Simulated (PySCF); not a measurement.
# Run report: CH7NOSi (charge +1), geometry relaxation (part 1 of 3)

CH7NOSi, charge +1, multiplicity 2, computed with HF/6-31G*, UHF (PySCF 2.14.0).

The atoms were displaced at random from an optimised geometry. The geometry is that of the parent species in another charge or spin state.

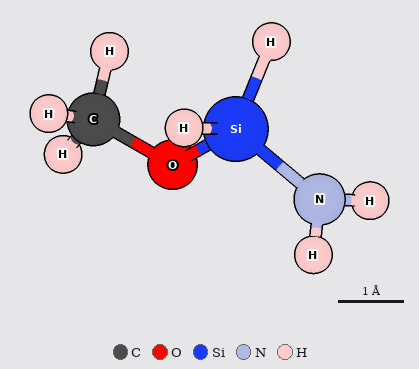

Figure 1. The input geometry (ball-and-stick view, seen at a tilt). Bond lengths as drawn: C–H 1.06 to 1.12 Å, C–O 1.45 Å, H–N 0.94 to 1.04 Å, H–Si 1.48 to 1.49 Å, N–Si 1.71 Å and O–Si 1.64 Å.

**Input file (calc.py)**
```python
import numpy
from pyscf import gto, symm
from pyscf.hessian import thermo
from pyscf.geomopt.geometric_solver import kernel as optimise

mol = gto.M(
    atom='''
C     -0.674237     1.730106     0.491672
O     -0.603578     0.497284    -0.265000
Si     0.558048    -0.622708     0.045309
N      0.320984    -2.018715    -0.907558
H      0.286279     2.286290     0.377615
H     -1.501784     2.279518     0.132147
H     -0.783936     1.539431     1.577486
H      0.402530    -1.060471     1.461709
H      1.920755    -0.086541    -0.200924
H     -0.383729    -2.624211    -0.794538
H      0.567032    -1.968395    -1.918296
''',
    max_memory=1860,
    basis='6-31g*',
    charge=1,
    spin=1,
    verbose=3,
)

calc0 = mol.UHF()
calc0.conv_tol = 1e-10
calc0 = calc0.newton()
converged, mol_eq = optimise(calc0, maxsteps=80)
print('converged:', converged)
print(mol_eq.tostring())

calc0.reset(mol_eq)
mol = mol_eq
calc0.kernel()
e_tot = calc0.e_tot
print(f'total energy: {e_tot:.8f} hartree')
hess = calc0.Hessian().kernel()
modes = thermo.harmonic_analysis(mol, hess)
print('frequencies (1/cm)', numpy.round(modes['freq_wavenumber'], 1))
symm.geom.TOLERANCE = 1e-3  # for the symmetry number
th = thermo.thermo(calc0, modes['freq_au'], 298.15, 101325)
thermo.dump_thermo(mol, th)
```

Launch command:
```bash
OMP_NUM_THREADS=1 python calc.py
```

**Log**
```
[file] SyntaxWarning: invalid escape sequence '\W'
  S = {(paw_set(r)[0], bool(re.search(r"spin_orbit\W+true|paw_fr", str((r.get("files") or {}).get("input") or "")) or re.search("(?i)spin.orbit\W+(value\W+)?(true|yes)|value\W+spin-orbit", json.dumps(r.get("inputs"), default=str)))) for r in records}

#|     Arguments passed to driver run_optimizer():      |#
customengine              <pyscf.geomopt.geometric_solver.PySCFEngine object>
maxiter                   80
----------------------------------------------------------
Custom engine selected.
Bonds will be generated from interatomic distances less than 1.20 times sum of covalent radii
33 internal coordinates being used (instead of 33 Cartesians)
Internal coordinate system (atoms numbered from 1):
Distance 1-2
Distance 1-5
Distance 1-6
Distance 1-7
Distance 2-3
Distance 3-4
Distance 3-8
Distance 3-9
Distance 4-10
Distance 4-11
Angle 2-1-5
Angle 2-1-6
Angle 2-1-7
Angle 5-1-6
Angle 5-1-7
Angle 6-1-7
Angle 1-2-3
Angle 2-3-4
Angle 2-3-8
Angle 2-3-9
Angle 4-3-8
Angle 4-3-9
Angle 8-3-9
Angle 3-4-10
Angle 10-4-11
Out-of-Plane 4-3-11-10
Dihedral 5-1-2-3
Dihedral 6-1-2-3
Dihedral 7-1-2-3
Dihedral 1-2-3-4
Dihedral 1-2-3-8
Dihedral 1-2-3-9
Dihedral 2-3-4-10
Dihedral 2-3-4-11
Dihedral 8-3-4-10
Dihedral 8-3-4-11
Dihedral 9-3-4-10
Dihedral 9-3-4-11
Translation-X 1-11
Translation-Y 1-11
Translation-Z 1-11
Rotation-A 1-11
Rotation-B 1-11
Rotation-C 1-11
<class 'geometric.internal.Distance'> : 10
<class 'geometric.internal.Angle'> : 15
<class 'geometric.internal.OutOfPlane'> : 1
<class 'geometric.internal.Dihedral'> : 12
<class 'geometric.internal.TranslationX'> : 1
<class 'geometric.internal.TranslationY'> : 1
<class 'geometric.internal.TranslationZ'> : 1
<class 'geometric.internal.RotationA'> : 1
<class 'geometric.internal.RotationB'> : 1
<class 'geometric.internal.RotationC'> : 1
> ===== Optimization Info: ====
> Job type: Energy minimization
> Maximum number of optimization cycles: 80
> Initial / maximum trust radius (Angstrom): 0.100 / 0.300
> Convergence Criteria:
> Will converge when all 5 criteria are reached:
>  |Delta-E| < 1.00e-06
>  RMS-Grad  < 3.00e-04
>  Max-Grad  < 4.50e-04
>  RMS-Disp  < 1.20e-03
>  Max-Disp  < 1.80e-03
> === End Optimization Info ===

Geometry optimization cycle 1
Cartesian coordinates (Angstrom)
 Atom        New coordinates             dX        dY        dZ
   C  -0.674237   1.730106   0.491672    0.000000  0.000000  0.000000
   O  -0.603578   0.497284  -0.265000    0.000000  0.000000  0.000000
  Si   0.558048  -0.622708   0.045309    0.000000  0.000000  0.000000
   N   0.320984  -2.018715  -0.907558    0.000000  0.000000  0.000000
   H   0.286279   2.286290   0.377615    0.000000  0.000000  0.000000
   H  -1.501784   2.279518   0.132147    0.000000  0.000000  0.000000
   H  -0.783936   1.539431   1.577486    0.000000  0.000000  0.000000
   H   0.402530  -1.060471   1.461709    0.000000  0.000000  0.000000
   H   1.920755  -0.086541  -0.200924    0.000000  0.000000  0.000000
   H  -0.383729  -2.624211  -0.794538    0.000000  0.000000  0.000000
   H   0.567032  -1.968395  -1.918296    0.000000  0.000000  0.000000

WARN: Mole.unit (angstrom) is changed to Bohr

WARN: HOMO -0.321822360891958 >= LUMO -0.321822360891958

converged SCF energy = -459.890452443684  <S^2> = 0.7579428  2S+1 = 2.0079271
--------------- SecondOrderUHF_Scanner gradients ---------------
         x                y                z
0 C    -0.0372360183     0.0058413916    -0.0208074234
1 O    -0.0131217910     0.0219111781     0.0031884086
2 Si    -0.0129414567    -0.1069863895    -0.0926665555
3 N    -0.0363768742    -0.0160569496     0.1011100717
4 H     0.0219239692     0.0071372052     0.0036016281
5 H     0.0103018568    -0.0078869415     0.0074149279
6 H     0.0033298664     0.0027645045     0.0179906988
7 H    -0.0036212533     0.0058262161     0.0143398518
8 H     0.0087926176     0.0123776042     0.0066219186
9 H     0.0630548679     0.0666998844    -0.0202028566
10 H    -0.0041057846     0.0083722964    -0.0205906701
----------------------------------------------
cycle 1: E = -459.890452444  dE = -459.89  norm(grad) = 0.213313
Step    0 : Gradient = 6.432e-02/1.421e-01 (rms/max) Energy = -459.8904524437
Hessian Eigenvalues: 2.30000e-02 2.30000e-02 2.30000e-02 ... 4.10079e-01 4.36989e-01 6.07423e-01

Geometry optimization cycle 2
Cartesian coordinates (Angstrom)
 Atom        New coordinates             dX        dY        dZ
   C  -0.677970   1.734407   0.486774   -0.003733  0.004301 -0.004898
   O  -0.517056   0.491643  -0.211780    0.086522 -0.005641  0.053220
  Si   0.644017  -0.562428   0.161158    0.085969  0.060280  0.115849
   N   0.283312  -1.934682  -0.978330   -0.037672  0.084033 -0.070772
   H   0.213574   2.342090   0.382779   -0.072705  0.055800  0.005164
   H  -1.529009   2.221501   0.048216   -0.027225 -0.058017 -0.083931
   H  -0.850654   1.546757   1.540496   -0.066718  0.007326 -0.036990
   H   0.517760  -1.142773   1.496035    0.115230 -0.082302  0.034326
   H   2.001762  -0.139382  -0.159033    0.081007 -0.052841  0.041891
   H  -0.474382  -2.580122  -0.796795   -0.090653  0.044089 -0.002257
   H   0.497010  -2.025424  -1.969897   -0.070022 -0.057029 -0.051601
converged SCF energy = -459.924825140853  <S^2> = 0.75927818  2S+1 = 2.0092568
--------------- SecondOrderUHF_Scanner gradients ---------------
         x                y                z
0 C    -0.0006638912    -0.0006258128    -0.0032809309
1 O    -0.0086062141     0.0109896346     0.0004779632
2 Si    -0.0097655415    -0.0327521633    -0.0254924711
3 N     0.0242870684     0.0213697246     0.0316233537
4 H     0.0025699546    -0.0001434351     0.0029731163
5 H     0.0003786171    -0.0025757185    -0.0003821565
6 H     0.0024981520    -0.0001187914     0.0019518626
7 H     0.0003989457     0.0040773124     0.0037291602
8 H     0.0004752458     0.0030558185     0.0029819487
9 H    -0.0005983267     0.0033115040    -0.0091625539
10 H    -0.0109740101    -0.0065880731    -0.0054192924
----------------------------------------------
cycle 2: E = -459.924825141  dE = -0.0343727  norm(grad) = 0.0666426
Step    1 : Displace = 1.075e-01/1.564e-01 (rms/max) Trust = 1.000e-01 (=) Grad = 2.009e-02/4.524e-02 (rms/max) E (change) = -459.9248251409 (-3.437e-02) Quality = 0.982
Hessian Eigenvalues: 2.29997e-02 2.30000e-02 2.30008e-02 ... 4.09883e-01 4.34901e-01 6.33586e-01

Geometry optimization cycle 3
Cartesian coordinates (Angstrom)
 Atom        New coordinates             dX        dY        dZ
   C  -0.692231   1.724393   0.461563   -0.014261 -0.010014 -0.025211
   O  -0.435328   0.446335  -0.144682    0.081728 -0.045308  0.067098
  Si   0.730575  -0.569260   0.250447    0.086558 -0.006832  0.089288
   N   0.198897  -1.910542  -0.966966   -0.084415  0.024140  0.011364
   H   0.149468   2.378155   0.316092   -0.064106  0.036065 -0.066687
   H  -1.555691   2.141113  -0.033757   -0.026682 -0.080388 -0.081973
   H  -0.903859   1.601391   1.510951   -0.053206  0.054634 -0.029545
   H   0.620719  -1.254027   1.524872    0.102959 -0.111253  0.028837
   H   2.081367  -0.248577  -0.174933    0.079605 -0.109195 -0.015901
   H  -0.573073  -2.572044  -0.818055   -0.098691  0.008078 -0.021260
   H   0.487522  -1.785349  -1.925910   -0.009489  0.240075  0.043988
converged SCF energy = -459.930044594242  <S^2> = 0.7600055  2S+1 = 2.0099806
--------------- SecondOrderUHF_Scanner gradients ---------------
         x                y                z
0 C     0.0077677136    -0.0010138249     0.0055541718
1 O    -0.0019912520    -0.0059631084    -0.0047335927
2 Si     0.0002107325     0.0059449780    -0.0053745914
3 N     0.0102197579    -0.0008752707    -0.0003473972
4 H    -0.0034925062    -0.0017077537     0.0001314478
5 H    -0.0011235104     0.0013556465    -0.0006160466
6 H    -0.0000047040     0.0007138862    -0.0023001385
7 H    -0.0004870639    -0.0008992831    -0.0030682426
8 H    -0.0011490964    -0.0005725518     0.0010729645
9 H    -0.0130938922    -0.0065293017     0.0049407379
10 H     0.0031438210     0.0095465837     0.0047406870
----------------------------------------------
cycle 3: E = -459.930044594  dE = -0.00521945  norm(grad) = 0.0268962
Step    2 : Displace = 1.280e-01/2.436e-01 (rms/max) Trust = 1.414e-01 (+) Grad = 8.110e-03/1.544e-02 (rms/max) E (change) = -459.9300445942 (-5.219e-03) Quality = 0.732
Hessian Eigenvalues: 2.29969e-02 2.30001e-02 2.30059e-02 ... 4.10934e-01 4.39277e-01 6.44769e-01

Geometry optimization cycle 4
Cartesian coordinates (Angstrom)
 Atom        New coordinates             dX        dY        dZ
   C  -0.704302   1.748355   0.469926   -0.012071  0.023963  0.008364
   O  -0.409256   0.463368  -0.109162    0.026072  0.017034  0.035520
  Si   0.743122  -0.578436   0.269287    0.012547 -0.009176  0.018840
   N   0.189872  -1.880743  -1.005347   -0.009025  0.029799 -0.038381
   H   0.135036   2.415412   0.327140   -0.014431  0.037257  0.011047
   H  -1.562556   2.141833  -0.047980   -0.006864  0.000720 -0.014223
   H  -0.937540   1.639140   1.519942   -0.033680  0.037749  0.008991
   H   0.632834  -1.290537   1.535174    0.012115 -0.036510  0.010303
   H   2.096852  -0.267630  -0.170717    0.015485 -0.019053  0.004217
   H  -0.540626  -2.558161  -0.810791    0.032448  0.013883  0.007264
   H   0.464928  -1.881014  -1.977851   -0.022594 -0.095665 -0.051941
converged SCF energy = -459.932419833299  <S^2> = 0.7601058  2S+1 = 2.0100804
--------------- SecondOrderUHF_Scanner gradients ---------------
         x                y                z
0 C     0.0013288190    -0.0000652737     0.0029407521
1 O    -0.0021400354    -0.0051097412    -0.0070732011
2 Si     0.0006212603    -0.0002884641     0.0044133003
3 N     0.0040875151     0.0041833870    -0.0016276911
4 H     0.0002177467     0.0009392810    -0.0010470657
5 H     0.0001167131     0.0013520799     0.0007140651
6 H    -0.0011376898     0.0004836211     0.0003836447
7 H     0.0001574535    -0.0005011822     0.0004098012
8 H     0.0004145356    -0.0000442268    -0.0011636210
9 H    -0.0027911615    -0.0012348287     0.0015240992
10 H    -0.0008751566     0.0002853478     0.0005259163
----------------------------------------------
cycle 4: E = -459.932419833  dE = -0.00237524  norm(grad) = 0.0129896
Step    3 : Displace = 4.911e-02/1.112e-01 (rms/max) Trust = 1.414e-01 (=) Grad = 3.916e-03/8.984e-03 (rms/max) E (change) = -459.9324198333 (-2.375e-03) Quality = 1.022
Hessian Eigenvalues: 2.26606e-02 2.30004e-02 2.30057e-02 ... 4.10339e-01 4.43615e-01 6.30171e-01

Geometry optimization cycle 5
Cartesian coordinates (Angstrom)
 Atom        New coordinates             dX        dY        dZ
   C  -0.706964   1.768277   0.479072   -0.002661  0.019922  0.009146
   O  -0.400538   0.487075  -0.090214    0.008718  0.023706  0.018948
  Si   0.740068  -0.578055   0.255375   -0.003054  0.000381 -0.013912
   N   0.183066  -1.894970  -1.013821   -0.006806 -0.014227 -0.008474
   H   0.127445   2.440687   0.339533   -0.007591  0.025275  0.012393
   H  -1.569393   2.140620  -0.046820   -0.006837 -0.001213  0.001160
   H  -0.936756   1.655499   1.528830    0.000784  0.016359  0.008889
   H   0.626704  -1.291120   1.518839   -0.006130 -0.000583 -0.016336
   H   2.098066  -0.275674  -0.170905    0.001214 -0.008044 -0.000189
   H  -0.529448  -2.584601  -0.818284    0.011178 -0.026440 -0.007493
   H   0.476113  -1.916150  -1.981984    0.011186 -0.035136 -0.004133
converged SCF energy = -459.932912917597  <S^2> = 0.76008995  2S+1 = 2.0100646
--------------- SecondOrderUHF_Scanner gradients ---------------
         x                y                z
0 C     0.0013821587     0.0006714334     0.0015554222
1 O    -0.0045972507     0.0009614954    -0.0030820830
2 Si     0.0032727094    -0.0022690724     0.0016704557
3 N    -0.0001730221     0.0000026730     0.0002366129
4 H     0.0002743324     0.0001599546    -0.0003154515
5 H    -0.0000017503    -0.0003903327    -0.0002285447
6 H    -0.0002039467    -0.0004771436     0.0000534645
7 H     0.0001045348     0.0004921884     0.0000870654
8 H     0.0000504658     0.0002152376     0.0005090742
9 H     0.0004431069     0.0008667427    -0.0001744571
10 H    -0.0005513384    -0.0002331764    -0.0003115586
----------------------------------------------
cycle 5: E = -459.932912918  dE = -0.000493084  norm(grad) = 0.0075996
Step    4 : Displace = 2.312e-02/3.709e-02 (rms/max) Trust = 2.000e-01 (+) Grad = 2.291e-03/5.618e-03 (rms/max) E (change) = -459.9329129176 (-4.931e-04) Quality = 1.277
Hessian Eigenvalues: 1.86952e-02 2.30004e-02 2.30048e-02 ... 4.10359e-01 4.62276e-01 6.49107e-01

Geometry optimization cycle 6
Cartesian coordinates (Angstrom)
 Atom        New coordinates             dX        dY        dZ
   C  -0.711946   1.783629   0.483525   -0.004982  0.015352  0.004453
   O  -0.383340   0.499780  -0.062537    0.017198  0.012705  0.027676
  Si   0.740597  -0.582331   0.256315    0.000529 -0.004276  0.000940
   N   0.174757  -1.899492  -1.019772   -0.008308 -0.004521 -0.005951
   H   0.114917   2.463460   0.341997   -0.012528  0.022773  0.002464
   H  -1.575571   2.138028  -0.052555   -0.006178 -0.002592 -0.005735
   H  -0.944075   1.685907   1.533789   -0.007320  0.030407  0.004958
   H   0.630573  -1.312931   1.510566    0.003869 -0.021811 -0.008272
   H   2.098032  -0.296567  -0.182336   -0.000034 -0.020893 -0.011431
   H  -0.522647  -2.604006  -0.827579    0.006801 -0.019405 -0.009296
   H   0.487068  -1.923889  -1.981789    0.010954 -0.007738  0.000195
converged SCF energy = -459.93312781559  <S^2> = 0.76010801  2S+1 = 2.0100826
--------------- SecondOrderUHF_Scanner gradients ---------------
         x                y                z
0 C     0.0005939607     0.0002033841     0.0004604364
1 O    -0.0021305138     0.0005052806    -0.0012904335
2 Si     0.0022128779    -0.0001403641     0.0008342653
3 N    -0.0021928027    -0.0015983263    -0.0003742506
4 H    -0.0001368083    -0.0001521599     0.0002475720
5 H     0.0000160657    -0.0001331835    -0.0000458996
6 H     0.0001852652     0.0000894612    -0.0000753921
7 H     0.0000494440     0.0002141499     0.0001535817
8 H    -0.0000466288     0.0001106573     0.0005057389
9 H     0.0012846929     0.0010145942    -0.0003049521
10 H     0.0001644473    -0.0001134935    -0.0001106665
----------------------------------------------
cycle 6: E = -459.933127816  dE = -0.000214898  norm(grad) = 0.00484972
Step    5 : Displace = 2.179e-02/3.485e-02 (rms/max) Trust = 2.828e-01 (+) Grad = 1.462e-03/2.739e-03 (rms/max) E (change) = -459.9331278156 (-2.149e-04) Quality = 1.290
Hessian Eigenvalues: 1.85250e-02 2.30018e-02 2.30069e-02 ... 4.10404e-01 4.47752e-01 6.46046e-01

Geometry optimization cycle 7
Cartesian coordinates (Angstrom)
 Atom        New coordinates             dX        dY        dZ
   C  -0.714306   1.790741   0.484897   -0.002360  0.007112  0.001372
   O  -0.370645   0.505197  -0.044377    0.012695  0.005417  0.018161
  Si   0.742520  -0.586305   0.260524    0.001923 -0.003974  0.004208
   N   0.173088  -1.898049  -1.020923   -0.001670  0.001443 -0.001151
   H   0.107343   2.476436   0.339586   -0.007574  0.012976 -0.002411
   H  -1.578490   2.130719  -0.059621   -0.002920 -0.007309 -0.007066
   H  -0.950934   1.701221   1.534956   -0.006858  0.015315  0.001167
   H   0.634588  -1.329280   1.507392    0.004015 -0.016349 -0.003175
   H   2.098720  -0.310882  -0.189787    0.000688 -0.014315 -0.007450
   H  -0.522403  -2.606907  -0.831394    0.000244 -0.002900 -0.003815
   H   0.488883  -1.921303  -1.981630    0.001815  0.002586  0.000160
converged SCF energy = -459.933184290962  <S^2> = 0.76010797  2S+1 = 2.0100826
--------------- SecondOrderUHF_Scanner gradients ---------------
         x                y                z
0 C     0.0003596689    -0.0001139666     0.0000703161
1 O    -0.0006453328     0.0001749192    -0.0003838127
2 Si     0.0004385368     0.0008441185     0.0009095976
3 N    -0.0010594636    -0.0006939542    -0.0006420106
4 H     0.0000536273     0.0000270786     0.0001112845
5 H     0.0000145972    -0.0001712753    -0.0000744439
6 H     0.0000858359    -0.0000448002     0.0000560449
7 H     0.0000589741     0.0000164243    -0.0000540943
8 H    -0.0000040045    -0.0000431719     0.0000452968
9 H     0.0005429569     0.0001675217    -0.0001044637
10 H     0.0001546038    -0.0001628941     0.0000662852
----------------------------------------------
cycle 7: E = -459.933184291  dE = -5.64754e-05  norm(grad) = 0.00222551
Step    6 : Displace = 1.291e-02/2.272e-02 (rms/max) Trust = 3.000e-01 (+) Grad = 6.710e-04/1.420e-03 (rms/max) E (change) = -459.9331842910 (-5.648e-05) Quality = 1.253
Hessian Eigenvalues: 2.02346e-02 2.29978e-02 2.30057e-02 ... 4.10515e-01 4.52472e-01 6.38100e-01

Geometry optimization cycle 8
Cartesian coordinates (Angstrom)
 Atom        New coordinates             dX        dY        dZ
   C  -0.715933   1.792188   0.484531   -0.001627  0.001447 -0.000366
   O  -0.362918   0.505598  -0.036212    0.007727  0.000401  0.008165
  Si   0.746449  -0.589797   0.262754    0.003928 -0.003492  0.002230
   N   0.173207  -1.896025  -1.020398    0.000119  0.002024  0.000525
   H   0.102408   2.481053   0.337110   -0.004935  0.004618 -0.002476
   H  -1.580291   2.125509  -0.063990   -0.001801 -0.005209 -0.004369
   H  -0.955246   1.707645   1.534215   -0.004312  0.006423 -0.000740
   H   0.638181  -1.337128   1.507098    0.003593 -0.007848 -0.000294
   H   2.102161  -0.317582  -0.191038    0.003441 -0.006700 -0.001251
   H  -0.525849  -2.603009  -0.832372   -0.003447  0.003897 -0.000978
   H   0.486196  -1.916864  -1.982076   -0.002687  0.004439 -0.000447
converged SCF energy = -459.933199093688  <S^2> = 0.76010292  2S+1 = 2.0100775
--------------- SecondOrderUHF_Scanner gradients ---------------
         x                y                z
0 C     0.0001484442    -0.0000511898     0.0001185226
1 O     0.0000233826    -0.0001895187    -0.0001809945
2 Si     0.0000205784     0.0006274810     0.0005039254
3 N    -0.0000929318     0.0001021682    -0.0003990116
4 H    -0.0000606735    -0.0000196563     0.0000293468
5 H    -0.0000075763     0.0000806273     0.0000300859
6 H     0.0000024820     0.0000664478    -0.0000236360
7 H    -0.0000025026    -0.0000474145    -0.0000390363
8 H    -0.0000324058    -0.0000675839    -0.0000818043
9 H    -0.0000523127    -0.0003404037    -0.0000051245
10 H     0.0000535155    -0.0001609573     0.0000477264
```
